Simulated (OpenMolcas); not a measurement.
**Relativistic diatomic calculation: F₂⁺ (part 2 of 2)**

The same run, continued: F₂⁺. Method: SA-CASSCF(9,6)/XMS-CASPT2 + RASSI spin-orbit (X2C scalar, AMFI), ANO-RCC-VTZP (OpenMolcas).

**Log (extracts), continued**
```
++ Dipole transition strengths (spin-free states):
     for osc. strength at least  1.00000000E-05
      From   To        Osc. strength     Einstein coefficients Ax, Ay, Az (sec-1)    Total A (sec-1)
         1    3       2.68169159E-02  0.00000000E+00  0.00000000E+00  2.66746157E+07  2.66746157E+07
         1    9       1.72840473E-04  2.35073176E+05  1.70495697E+03  0.00000000E+00  2.36778133E+05
         1   10       1.73005516E-04  1.70984447E+03  2.35747151E+05  0.00000000E+00  2.37456996E+05
         1   11       1.98322215E-04  3.28286539E+05  1.70412920E+02  0.00000000E+00  3.28456952E+05
         1   13       6.60319120E-04  5.80178960E+02  1.13693121E+06  0.00000000E+00  1.13751139E+06
         2    4       2.68169161E-02  0.00000000E+00  0.00000000E+00  2.66746165E+07  2.66746165E+07
         2    9       1.72840516E-04  1.70495654E+03  2.35073223E+05  0.00000000E+00  2.36778180E+05
         2   10       1.73005505E-04  2.35747123E+05  1.70984502E+03  0.00000000E+00  2.37456968E+05
         2   11       1.98322167E-04  1.70412985E+02  3.28286443E+05  0.00000000E+00  3.28456856E+05
         2   13       6.60319092E-04  1.13693111E+06  5.80178794E+02  0.00000000E+00  1.13751129E+06
         3   12       2.32985099E-04  2.30770581E+04  3.83625101E+01  0.00000000E+00  2.31154206E+04
         3   14       3.20518745E-05  2.38660328E+01  1.45700432E+04  0.00000000E+00  1.45939093E+04
         3   15       2.13437562E-04  8.30592481E+04  1.51627417E+05  0.00000000E+00  2.34686665E+05
         3   16       2.13523494E-04  1.51810629E+05  8.31596105E+04  0.00000000E+00  2.34970240E+05
         4   12       2.32985069E-04  3.83624955E+01  2.30770490E+04  0.00000000E+00  2.31154115E+04
         4   14       3.20518719E-05  1.45700403E+04  2.38660274E+01  0.00000000E+00  1.45939063E+04
         4   15       2.13437549E-04  1.51627395E+05  8.30592374E+04  0.00000000E+00  2.34686633E+05
         4   16       2.13523481E-04  8.31595980E+04  1.51810610E+05  0.00000000E+00  2.34970208E+05
         9   15       3.39923398E-04  0.00000000E+00  0.00000000E+00  2.60553525E+05  2.60553525E+05
         9   16       8.26102640E-04  0.00000000E+00  0.00000000E+00  6.33823944E+05  6.33823944E+05
        10   15       8.24650589E-04  0.00000000E+00  0.00000000E+00  6.30487573E+05  6.30487573E+05
        10   16       3.39653450E-04  0.00000000E+00  0.00000000E+00  2.59933265E+05  2.59933265E+05
        11   12       2.11409616E-05  0.00000000E+00  0.00000000E+00  1.36394797E+01  1.36394797E+01
        13   14       3.06950085E-04  0.00000000E+00  0.00000000E+00  3.96953706E+04  3.96953706E+04
 Electric-quadrupole - electric-quadrupole not included
 Electric-dipole - electric-octupole not included
 Electric-dipole - magnetic-quadrupole not included
   Eigenvalues of complex Hamiltonian:
  (Shifted by EMIN (a.u.) =       -198.8993325220)
 SO State       Relative EMIN(au)   Rel lowest level(eV)    D:o, cm**(-1)      Omega
     1            -0.0007406233        0.0000000000              0.0000         1.5
     2            -0.0007406233        0.0000000000              0.0000         1.5
     3             0.0007255376        0.0398962719            321.7851         0.5
     4             0.0007255376        0.0398962719            321.7851         0.5
     5             0.1469538070        4.0189701888          32415.1806         0.5
     6             0.1469538070        4.0189701888          32415.1806         0.5
     7             0.1469658919        4.0192990373          32417.8330         1.5
     8             0.1469658919        4.0192990373          32417.8330         1.5
     9             0.1753398303        4.7913932328          38645.1926         1.5
    10             0.1753398303        4.7913932328          38645.1926         1.5
    11             0.1765613220        4.8246317171          38913.2791         0.5
    12             0.1765613220        4.8246317171          38913.2791         0.5
    13             0.2064900339        5.6390334549          45481.8721         2.1
    14             0.2064900339        5.6390334549          45481.8721         2.1
    15             0.2066874742        5.6444060790          45525.2052         2.0
    16             0.2066874742        5.6444060790          45525.2052         2.0
    17             0.2269091376        6.1946655733          49963.3474         0.5
    18             0.2269091376        6.1946655733          49963.3474         0.5
    19             0.2315229872        6.3202148159          50975.9703         0.5
    20             0.2315229872        6.3202148159          50975.9703         0.5
    21             0.2316981286        6.3249806565          51014.4094         0.5
    22             0.2316981286        6.3249806565          51014.4094         0.5
    23             0.2695151005        7.3540328868          59314.2754         3.2
    24             0.2695151005        7.3540328868          59314.2754         3.2
    25             0.2699433622        7.3656864806          59408.2679         2.2
    26             0.2699433622        7.3656864806          59408.2679         2.2
    27             0.2732271560        7.4550430623          60128.9774         1.9
    28             0.2732271560        7.4550430623          60128.9774         1.9
    29             0.2733204812        7.4575825691          60149.4599         0.5
    30             0.2733204812        7.4575825691          60149.4599         0.5
    31             0.2733768704        7.4591169982          60161.8359         1.5
    32             0.2733768704        7.4591169982          60161.8359         1.5
    33             0.2736673557        7.4670215056          60225.5900         1.5
    34             0.2736673557        7.4670215056          60225.5900         1.5
    35             0.2950487683        8.0488393818          64918.2677         0.5
    36             0.2950487683        8.0488393818          64918.2677         0.5
    37             0.3600902432        9.8187080781          79193.2214         2.5
    38             0.3600902432        9.8187080781          79193.2214         2.5
    39             0.3618776986        9.8673472164          79585.5225         1.5
    40             0.3618776986        9.8673472164          79585.5225         1.5
 Weights of the five most important spin-orbit-free states for each spin-orbit state.
 SO State  Total energy (au)           Spin-free states, spin, and weights
    1        -0.000741       1 0.5  0.5000    2 0.5  0.5000    8 1.5  0.0000    6 1.5  0.0000    7 1.5  0.0000
    2        -0.000741       1 0.5  0.5000    2 0.5  0.5000    8 1.5  0.0000    6 1.5  0.0000    7 1.5  0.0000
    3         0.000726       2 0.5  0.5000    1 0.5  0.5000   12 0.5  0.0000    6 1.5  0.0000    7 1.5  0.0000
    4         0.000726       2 0.5  0.5000    1 0.5  0.5000   12 0.5  0.0000    6 1.5  0.0000    7 1.5  0.0000
    5         0.146954       5 1.5  0.9997   11 0.5  0.0002    3 0.5  0.0000    4 0.5  0.0000   13 0.5  0.0000
    6         0.146954       5 1.5  0.9997   11 0.5  0.0002    3 0.5  0.0000    4 0.5  0.0000   13 0.5  0.0000
    7         0.146966       5 1.5  0.9997    3 0.5  0.0001    4 0.5  0.0001    9 0.5  0.0000   10 0.5  0.0000
    8         0.146966       5 1.5  0.9997    3 0.5  0.0001    4 0.5  0.0001    9 0.5  0.0000   10 0.5  0.0000
    9         0.175340       3 0.5  0.4998    4 0.5  0.4998    5 1.5  0.0003    9 0.5  0.0001   10 0.5  0.0001
   10         0.175340       3 0.5  0.4998    4 0.5  0.4998    5 1.5  0.0003    9 0.5  0.0001   10 0.5  0.0001
   11         0.176561       4 0.5  0.4999    3 0.5  0.4999    5 1.5  0.0001   11 0.5  0.0000   13 0.5  0.0000
   12         0.176561       4 0.5  0.4999    3 0.5  0.4999    5 1.5  0.0001   11 0.5  0.0000   13 0.5  0.0000
   13         0.206490       9 0.5  0.9991   10 0.5  0.0008    4 0.5  0.0000    3 0.5  0.0000    5 1.5  0.0000
   14         0.206490       9 0.5  0.9991   10 0.5  0.0008    4 0.5  0.0000    3 0.5  0.0000    5 1.5  0.0000
   15         0.206687      10 0.5  0.9991    9 0.5  0.0008    4 0.5  0.0001    3 0.5  0.0001    5 1.5  0.0000
   16         0.206687      10 0.5  0.9991    9 0.5  0.0008    4 0.5  0.0001    3 0.5  0.0001    5 1.5  0.0000
   17         0.226909      11 0.5  0.9689   13 0.5  0.0308    5 1.5  0.0002    4 0.5  0.0000    3 0.5  0.0000
   18         0.226909      11 0.5  0.9689   13 0.5  0.0308    5 1.5  0.0002    4 0.5  0.0000    3 0.5  0.0000
   19         0.231523      12 0.5  1.0000    2 0.5  0.0000    1 0.5  0.0000   14 0.5  0.0000    6 1.5  0.0000
   20         0.231523      12 0.5  1.0000    2 0.5  0.0000    1 0.5  0.0000   14 0.5  0.0000    6 1.5  0.0000
   21         0.231698      13 0.5  0.9692   11 0.5  0.0308    5 1.5  0.0000    4 0.5  0.0000    3 0.5  0.0000
   22         0.231698      13 0.5  0.9692   11 0.5  0.0308    5 1.5  0.0000    4 0.5  0.0000    3 0.5  0.0000
   23         0.269515       6 1.5  0.8804    7 1.5  0.1196    8 1.5  0.0000    2 0.5  0.0000    1 0.5  0.0000
   24         0.269515       6 1.5  0.8804    7 1.5  0.1196    8 1.5  0.0000    2 0.5  0.0000    1 0.5  0.0000
   25         0.269943       6 1.5  0.9809    7 1.5  0.0191   15 0.5  0.0000   16 0.5  0.0000    1 0.5  0.0000
   26         0.269943       6 1.5  0.9809    7 1.5  0.0191   15 0.5  0.0000   16 0.5  0.0000    1 0.5  0.0000
   27         0.273227       7 1.5  0.9807    6 1.5  0.0191    8 1.5  0.0001   16 0.5  0.0000   15 0.5  0.0000
   28         0.273227       7 1.5  0.9807    6 1.5  0.0191    8 1.5  0.0001   16 0.5  0.0000   15 0.5  0.0000
   29         0.273320       8 1.5  0.9974   14 0.5  0.0025    7 1.5  0.0001    6 1.5  0.0000    2 0.5  0.0000
   30         0.273320       8 1.5  0.9974   14 0.5  0.0025    7 1.5  0.0001    6 1.5  0.0000    2 0.5  0.0000
   31         0.273377       8 1.5  0.9998    7 1.5  0.0002    6 1.5  0.0000    1 0.5  0.0000    2 0.5  0.0000
   32         0.273377       8 1.5  0.9998    7 1.5  0.0002    6 1.5  0.0000    1 0.5  0.0000    2 0.5  0.0000
   33         0.273667       7 1.5  0.8803    6 1.5  0.1196    8 1.5  0.0001    2 0.5  0.0000    1 0.5  0.0000
   34         0.273667       7 1.5  0.8803    6 1.5  0.1196    8 1.5  0.0001    2 0.5  0.0000    1 0.5  0.0000
   35         0.295049      14 0.5  0.9975    8 1.5  0.0025    2 0.5  0.0000    1 0.5  0.0000   12 0.5  0.0000
   36         0.295049      14 0.5  0.9975    8 1.5  0.0025    2 0.5  0.0000    1 0.5  0.0000   12 0.5  0.0000
   37         0.360090      15 0.5  0.5208   16 0.5  0.4791    7 1.5  0.0000    6 1.5  0.0000    8 1.5  0.0000
   38         0.360090      15 0.5  0.5208   16 0.5  0.4791    7 1.5  0.0000    6 1.5  0.0000    8 1.5  0.0000
   39         0.361878      16 0.5  0.5208   15 0.5  0.4791    7 1.5  0.0000    6 1.5  0.0000    1 0.5  0.0000
   40         0.361878      16 0.5  0.5208   15 0.5  0.4791    7 1.5  0.0000    6 1.5  0.0000    1 0.5  0.0000
++ Dipole transition strengths (SO states):
        for osc. strength at least   1.00000000E-05
      From   To        Osc. strength     Einstein coefficients Ax, Ay, Az (sec-1)    Total A (sec-1)
         1    9       2.68326816E-02  0.00000000E+00  0.00000000E+00  2.67298953E+07  2.67298953E+07
         1   13       1.83350937E-04  1.26495024E+05  1.26494201E+05  0.00000000E+00  2.52989225E+05
         1   15       1.63725518E-04  1.13169857E+05  1.13170722E+05  0.00000000E+00  2.26340580E+05
         1   17       3.36896045E-04  2.80486552E+05  2.80485459E+05  0.00000000E+00  5.60972011E+05
         1   21       5.21844528E-04  4.52936326E+05  4.52940368E+05  0.00000000E+00  9.05876694E+05
         2   10       2.68326816E-02  0.00000000E+00  0.00000000E+00  2.67298953E+07  2.67298953E+07
         2   14       1.83350937E-04  1.26495024E+05  1.26494201E+05  0.00000000E+00  2.52989225E+05
         2   16       1.63725518E-04  1.13169857E+05  1.13170722E+05  0.00000000E+00  2.26340580E+05
         2   18       3.36896045E-04  2.80486552E+05  2.80485459E+05  0.00000000E+00  5.60972011E+05
         2   22       5.21844528E-04  4.52936326E+05  4.52940368E+05  0.00000000E+00  9.05876694E+05
         3   11       2.68044834E-02  0.00000000E+00  0.00000000E+00  2.66276507E+07  2.66276507E+07
         3   13       1.62409436E-04  1.10466684E+05  1.10467554E+05  0.00000000E+00  2.20934239E+05
         3   15       1.82225297E-04  1.24183801E+05  1.24182965E+05  0.00000000E+00  2.48366766E+05
         3   17       8.79229627E-05  7.22607408E+04  7.22617444E+04  0.
```

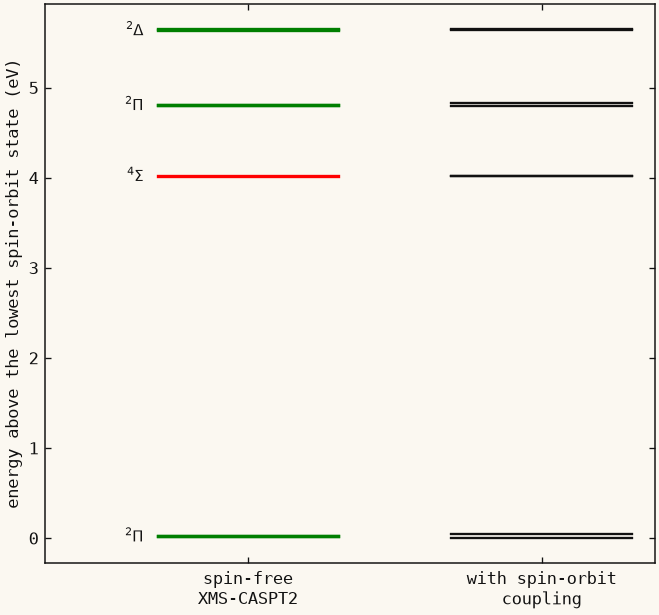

Figure 1. States up to 6.1 eV at 1.285 Å, without spin-orbit coupling (left, a colour for each spin multiplicity) and with it (right, where close levels merge). The spin-free states run ²Π (0.00 eV), ⁴Σ (4.00 eV), ²Π (4.79 eV), ²Δ (5.62 eV) from the lowest. The lowest spin-orbit levels have |Ω| = 3/2 (0 cm⁻¹), 1/2 (322 cm⁻¹), 1/2 (32,415 cm⁻¹), 3/2 (32,418 cm⁻¹), 3/2 (38,645 cm⁻¹).

Outcome of the run: converged; components of a degenerate state are split by 693 cm⁻¹.
